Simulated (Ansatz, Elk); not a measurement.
# LuCo3Os2: X-ray structure factors from the self-consistent density

Structure refinements treat a crystal as free atoms side by side. For a made-up structure of LuCo3Os2 (cell and positions from a PBEsol relaxation) the runs below show what the calculated density changes in F(hkl).

Method: DFT, PBE, all-electron APW+lo, Dirac cores, scalar-relativistic bands, static density, ferromagnetic start, in Elk 11.2.3 (patched build).

The structure was built from a prototype and need not be the compound's stable phase.

### 1. Set-up

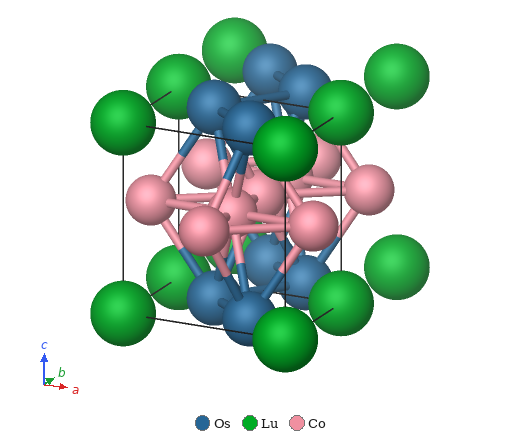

Start, viewed slightly off an axis; osmium blue, lutetium green, cobalt pink. 1×2×1 cells are drawn. Some periodic images of atoms are drawn too.

### 2. Ground state and structure factors

An all-electron density is needed, since X-rays see the cores too. Task 0 finds the density and task 195 Fourier-transforms it; tshift is off so that phases refer to the origin typed.

elk.in reads:

```
tasks
  0
  195
  196

xctype
  20

spinpol
  .true.

rgkmax
  7.0

gmaxvr
  14.0

lmaxo
  7

lmaxapw
  8

swidth
  0.002

tshift
  .false.

ramdisk
  .false.

hmaxvr
  5.5

maxscl
  120

epspot
  1e-06

reducebf
  0.8

sppath
  './'

avec
  9.19508718299 0.00000000000 -0.00000000000
  -4.59754359150 7.96317909048 0.00000000000
  -0.00000000000 0.00000000000 7.85265629442

atoms
  3
  'Os.in'
  2
  0.6666666667 0.3333333333 0.0000000000   0.000000 0.000000 0.000000
  0.3333333333 0.6666666667 -0.0000000000   0.000000 0.000000 0.000000
  'Lu.in'
  1
  0.0000000000 0.0000000000 0.0000000000   0.000000 0.000000 0.000000
  'Co.in'
  3
  0.0000000000 0.5000000000 0.5000000000   0.000000 0.000000 -0.060000
  0.5000000000 0.5000000000 0.5000000000   0.000000 0.000000 -0.060000
  0.5000000000 -0.0000000000 0.5000000000   0.000000 0.000000 -0.060000

ngridk
  5 5 5
```

Run with:

```
OMP_NUM_THREADS=4 elk
```

Numbers of over 12 decimals in the logs are rounded to 6 here.

Log:

```text
┌─────────────────────────┐
│ Elk code version 11.2.3 │
└─────────────────────────┘

All units are atomic (Hartree, Bohr, etc.)

┌─────────────────────────────────────────────────┐
│ Ground-state run starting from atomic densities │
└─────────────────────────────────────────────────┘

Lattice vectors :
   9.195087183       0.000000000      -0.000000000
  -4.597543592       7.963179090       0.000000000
  -0.000000000       0.000000000       7.852656294

Reciprocal lattice vectors :
  0.6833198187      0.3945148813       0.000000000
  -0.000000000      0.7890297626      -0.000000000
   0.000000000       0.000000000      0.8001350208

Unit cell volume      :    574.9881886
Brillouin zone volume :   0.4314005372

Muffin-tin inner radius fraction :   0.1000000000E-01

Nuclei treated as point charges

Species : 1 (Os)
 parameters loaded from : Os.in
 name : osmium
 nuclear charge    :   -76.00000000
 electronic charge :    76.00000000
 atomic mass :    346768.0767
 muffin-tin radius :    2.493633046
 number of radial points in muffin-tin :   1393
 inner part over the whole radius :   0.9961388969E-02
 number on inner part of muffin-tin    :    997
 approximate nuclear radius :   0.1019601503E-03
 number of mesh points to nuclear radius :    525
 atomic positions (lattice), magnetic fields (Cartesian) :
  1 :  -0.33333333  0.33333333  0.00000000    0.00000000  0.00000000  0.00000000
  2 :   0.33333333 -0.33333333  0.00000000    0.00000000  0.00000000  0.00000000

Species : 2 (Lu)
 parameters loaded from : Lu.in
 name : lutetium
 nuclear charge    :   -71.00000000
 electronic charge :    71.00000000
 atomic mass :    318945.3298
 muffin-tin radius :    2.765153015
 number of radial points in muffin-tin :   1393
 inner part over the whole radius :   0.9997855319E-02
 number on inner part of muffin-tin    :    999
 approximate nuclear radius :   0.9954169502E-04
 number of mesh points to nuclear radius :    518
 atomic positions (lattice), magnetic fields (Cartesian) :
  1 :   0.00000000  0.00000000  0.00000000    0.00000000  0.00000000  0.00000000

Species : 3 (Co)
 parameters loaded from : Co.in
 name : cobalt
 nuclear charge    :   -27.00000000
 electronic charge :    27.00000000
 atomic mass :    107428.6517
 muffin-tin radius :    2.164335672
 number of radial points in muffin-tin :    993
 inner part over the whole radius :   0.9988559737E-02
 number on inner part of muffin-tin    :    699
 approximate nuclear radius :   0.7243775530E-04
 number of mesh points to nuclear radius :    335
 atomic positions (lattice), magnetic fields (Cartesian) :
  1 :   0.00000000  0.50000000  0.50000000    0.00000000  0.00000000 -0.06000000
  2 :   0.50000000  0.50000000  0.50000000    0.00000000  0.00000000 -0.06000000
  3 :   0.50000000  0.00000000  0.50000000    0.00000000  0.00000000 -0.06000000

Total number of atoms per unit cell :    6
Total muffin-tin volume :    345.8680465
 ratio of muffin-tin to unit cell volume :   0.6015220023

Spin treatment :
 spin-polarised
 global magnetic field (Cartesian) :    0.000000000       0.000000000       0.000000000
 collinear magnetisation in z-direction

Number of Bravais lattice symmetries :   24
Number of crystal symmetries         :   24
Crystal has inversion symmetry
Real symmetric eigensolver will be used

k-point grid :      5     5     5
k-point offset :    0.000000000       0.000000000       0.000000000
k-point set is reduced with full crystal symmetry group
Total number of k-points :       15

Muffin-tin radius times maximum |G+k| :    7.000000000
 using average radius
Maximum |G+k| for APW functions       :    2.948314753
Maximum (1/2)|G+k|²                   :    4.346279941
Maximum |G| for potential and density :    14.00000000
Constant for pseudocharge density :   10
 order of it for each species :   17  17  17
 order of it for pair densities of each species (exact exchange by exxq0 0: 18) :   11  13   7
Radial integration step length :    1

G-vector grid sizes :     42    42    35
[...]
Absolute change in total energy (target)   :    4.752128238     (  0.1000000000E-03)

[... loops 3 to 25 left out ...]

┌──────────────────┐
│ Loop number : 26 │
└──────────────────┘

Energies :
 Fermi                       :     0.389717
 sum of occupied eigenvalues :     -32507.175362374
 electron kinetic            :      59735.159637425
 core electron kinetic       :      57339.205782963
 Coulomb                     :     -111896.77442987
 Coulomb potential           :     -90721.327330606
 nuclear-nuclear             :     -5281.4427201163
 electron-nuclear            :     -122648.36580597
 Hartree                     :      16033.034096218
 Madelung                    :     -66536.110764568
 xc potential                :     -1520.9096727442
 xc effective B-field        :    -0.97991644123566E-01
 external B-field            :      0.000000
 exchange                    :     -1146.4053851967
 correlation                 :     -17.419650473943
 electron entropic           :    -0.30974803359036E-02
 total energy                :     -53325.442925597
 (external B-field energy excluded from total)

Density of states at Fermi energy :    239.6537001
 (states/Hartree/unit cell)

Estimated indirect band gap :   0.1987861610E-03
 from k-point 6 to k-point 13
Estimated direct band gap   :   0.3946410670E-03
 at k-point 4

Charges :
 core                        :    174.0000000
 valence                     :    130.0000000
 interstitial                :    8.329213657
 muffin-tins (core leakage)
  species : 1 (Os)
[...]
species : 2 (Lu)
[...]
species : 3 (Co)
[...]
total in muffin-tins        :    295.6707863
 total calculated charge     :    303.9945607
 total charge                :    304.0000000
 error                       :   0.5439294374E-02

Moments :
 interstitial                :  -0.1209498496
 muffin-tins
  species : 1 (Os)
[...]
species : 2 (Lu)
[...]
species : 3 (Co)
[...]
total in muffin-tins        :    4.086799305
 total moment                :    3.965849456

RMS change in Kohn-Sham potential (target) :   0.6045085712E-06 (  0.1000000000E-05)
Absolute change in total energy (target)   :   0.1253690425E-04 (  0.1000000000E-03)

Convergence targets achieved

┌──────────────────┐
│ Loop number : 27 │
└──────────────────┘

Energies :
 Fermi                       :     0.389717
 sum of occupied eigenvalues :     -32507.175340070
 electron kinetic            :      59735.159692942
 core electron kinetic       :      57339.205816160
 Coulomb                     :     -111896.77444639
 Coulomb potential           :     -90721.327405743
 nuclear-nuclear             :     -5281.4427201163
 electron-nuclear            :     -122648.36575816
 Hartree                     :      16033.034031885
 Madelung                    :     -66536.110743516
 xc potential                :     -1520.9096311863
 xc effective B-field        :    -0.97994560453296E-01
 external B-field            :      0.000000
 exchange                    :     -1146.4053895789
 correlation                 :     -17.419650346828
 electron entropic           :    -0.30974992407500E-02
 total energy                :     -53325.442890870
 (external B-field energy excluded from total)

Density of states at Fermi energy :    239.6564050
 (states/Hartree/unit cell)

Estimated indirect band gap :   0.1978737097E-03
 from k-point 6 to k-point 13
Estimated direct band gap   :   0.3940682439E-03
 at k-point 4

Charges :
 core                        :    174.0000000
 valence                     :    130.0000000
 interstitial                :    8.329213762
 muffin-tins (core leakage)
  species : 1 (Os)
[...]
species : 2 (Lu)
[...]
species : 3 (Co)
   atom 1                    :    25.74377479     (  0.1578172673E-02)
   atom 2                    :    25.74377479     (  0.1578172673E-02)
   atom 3                    :    25.74377479     (  0.1578172673E-02)
 total in muffin-tins        :    295.6707862
 total calculated charge     :    303.9945607
 total charge                :    304.0000000
 error                       :   0.5439290629E-02

Moments :
 interstitial                :  -0.1209571887
 muffin-tins
  species : 1 (Os)
[...]
species : 2 (Lu)
[...]
species : 3 (Co)
   atom 1                    :    1.186485489
   atom 2                    :    1.186485489
   atom 3                    :    1.186485489
 total in muffin-tins        :    4.086827934
 total moment                :    3.965870745

┌──────────────────────────────┐
│ Self-consistent loop stopped │
└──────────────────────────────┘

Warning : core states of species 3 leak from the muffin-tin :   0.1578172673E-02

Wrote STATE.OUT
```

The job ended after 8 min (4 threads of Arm Neoverse V1, shared host; peak memory 0.76 GiB).

SFACRHO.OUT:

```text

h k l indices transformed by vhmat matrix:
   1.000000000       0.000000000       0.000000000    
   0.000000000       1.000000000       0.000000000    
   0.000000000       0.000000000       1.000000000    

      h      k      l  multipl.   |H|            Re(F)            Im(F)           |F|

      0      0      0      1   0.0000000       304.00000     -0.26346474E-16   304.00000    
     -1      0      0      6  0.78902976      -29.328128     -0.29346286E-13   29.328128    
      0      0      1      2  0.80013502       133.83662      0.80006052E-14   133.83662    
     -1      1      1     12   1.1237366       17.842938     -0.14483383E-13   17.842938    
      1      1      0      6   1.3666396       165.99393     -0.75727054E-13   165.99393    
      2      0      0      6   1.5780595       55.119965      0.45988901E-13   55.119965    
     -1      2     -1     12   1.5836414       199.37615     -0.38371917E-14   199.37615    
      0      0      2      2   1.6002700       237.96256     -0.14345457E-13   237.96256    
     -2      0      1     12   1.7693185      -59.744957     -0.50280203E-13   59.744957    
      0     -1     -2     12   1.7842175      -22.272054     -0.16991836E-13   22.272054    
      2     -3      0     12   2.0875765      -20.879320     -0.12881783E-13   20.879320    
      1      1     -2     12   2.1044163       146.56426     -0.59232929E-13   146.56426    
      2      1      1     24   2.2356636       12.694367      0.72627993E-13   12.694367    
      0     -2     -2     12   2.2474733       45.501372     -0.37044363E-14   45.501372    
      3     -3      0      6   2.3670893       140.25079      0.78238466E-14   140.25079    
      0      0     -3      2   2.4004051       107.88181     -0.17594746E-13   107.88181    
      3      0     -1     12   2.4986652       167.64933     -0.13432031E-12   167.64933    
      0     -1      3     12   2.5267593       11.382129     -0.18441559E-14   11.382129
```

Elk indexes on the primitive cell of elk.in and gives |H| = 4π sin θ/λ in inverse bohr. Below, one row stands for each form hkl of the conventional cell (m members, Friedel mates merged), F is for one primitive cell and the density is static (no thermal factor). Free-atom factors are Waasmaier and Kirfel's, and R is Σm||F|−|F'||/Σm|F|.

```tsv
hkl	m	sin θ/λ (Å⁻¹)	abs F, DFT	neutral atoms	diff.
100	6	0.119	29.328	29.008	+0.320
001	2	0.120	133.837	134.214	-0.377
101	12	0.169	17.843	17.766	+0.077
110	6	0.205	165.994	166.460	-0.466
200	6	0.237	55.120	55.525	-0.405
111	12	0.238	199.376	200.109	-0.733
002	2	0.241	237.963	238.870	-0.907
201	12	0.266	59.745	60.280	-0.535
102	12	0.268	22.272	22.541	-0.269
210	12	0.314	20.879	20.999	-0.120
112	12	0.317	146.564	146.895	-0.331
211	24	0.336	12.694	12.831	-0.136
202	12	0.338	45.501	45.789	-0.287
300	6	0.356	140.251	140.336	-0.085
003	2	0.361	107.882	107.906	-0.024
301	12	0.376	167.649	167.912	-0.263
103	12	0.380	11.382	11.535	-0.153
212	24	0.396	18.561	18.526	+0.034
220	6	0.411	189.079	189.264	-0.185
113	12	0.415	159.562	159.601	-0.039
310	12	0.428	17.755	17.640	+0.115
221	12	0.428	101.301	101.284	+0.017
```

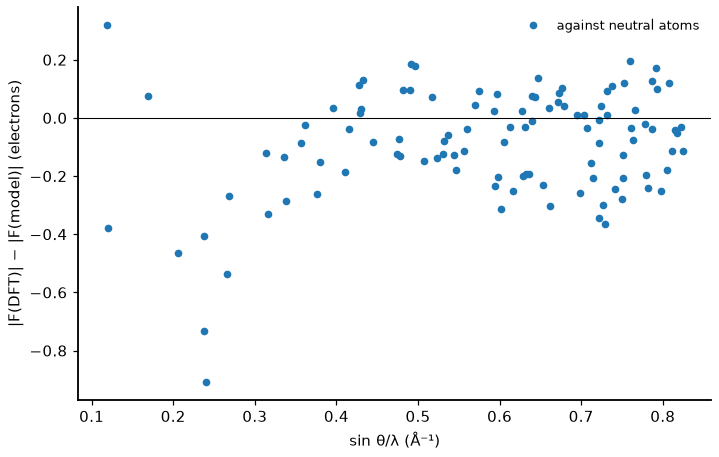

Difference between the calculated structure factors and the independent-atom ones.

### 3. The magnetisation density

The same run holds the spin density, and task 196 transforms it. The order is that of the start, and no other was tried.

SFACMAG_1.OUT:

```text

h k l indices transformed by vhmat matrix:
   1.000000000       0.000000000       0.000000000    
   0.000000000       1.000000000       0.000000000    
   0.000000000       0.000000000       1.000000000    

      h      k      l  multipl.   |H|            Re(F)            Im(F)           |F|

      0      0      0      1   0.0000000       3.9658709     -0.69513350E-18   3.9658709    
     -1      0      0      6  0.78902976      -1.3659233     -0.35740324E-15   1.3659233    
      0      0      1      2  0.80013502      -2.6920244      0.37802132E-15   2.6920244    
     -1      1      1     12   1.1237366      0.79932957      0.32252006E-15  0.79932957    
      1      1      0      6   1.3666396     -0.69755078     -0.45850773E-15  0.69755078    
      2      0      0      6   1.5780595       2.3002438     -0.28916798E-15   2.3002438    
     -1      2     -1     12   1.5836414       1.0192689     -0.12273011E-15   1.0192689    
      0      0      2      2   1.6002700       2.7277071     -0.58125714E-15   2.7277071    
     -2      0      1     12   1.7693185      -2.2460464     -0.13411665E-15   2.2460464    
      0     -1     -2     12   1.7842175     -0.80893269     -0.37082350E-15  0.80893269    
      2     -3      0     12   2.0875765     -0.57983990     -0.43390259E-15  0.57983990    
      1      1     -2     12   2.1044163     -0.53128298     -0.51897102E-16  0.53128298    
      2      1      1     24   2.2356636      0.53700634      0.30746780E-15  0.53700634    
      0     -2     -2     12   2.2474733       1.6162747      0.65141527E-15   1.6162747    
      3     -3      0      6   2.3670893     -0.39430656      0.15386585E-15  0.39430656    
      0      0     -3      2   2.4004051      -1.4213316     -0.56325959E-15   1.4213316
```

The total moment is 3.97 μB a cell; sphere moments: Os1 +0.29, Os2 +0.29, Lu3 -0.06, Co4 +1.19, Co5 +1.19, Co6 +1.19 μB. Polarised neutrons measure spin and orbital magnetisation together; without spin-orbit coupling the run gives the spin part:

```tsv
hkl	sin θ/λ (Å⁻¹)	abs F_M (μB)
100	0.119	1.366
001	0.120	2.692
101	0.169	0.799
110	0.205	0.698
200	0.237	2.300
111	0.238	1.019
002	0.241	2.728
201	0.266	2.246
102	0.268	0.809
210	0.314	0.580
112	0.317	0.531
211	0.336	0.537
202	0.338	1.616
300	0.356	0.394
```

(Continued in part 2 of 2.)

[Logs are printed without paths, hosts, clocks, repeated set-up lines and the standing remarks that a program may print on its own settings, such as how far it seeks lower states.]

[Hosts, paths, dates, database ids (printed as entryN), source tags and the programs' standing remarks are cut or masked in the printed files.]
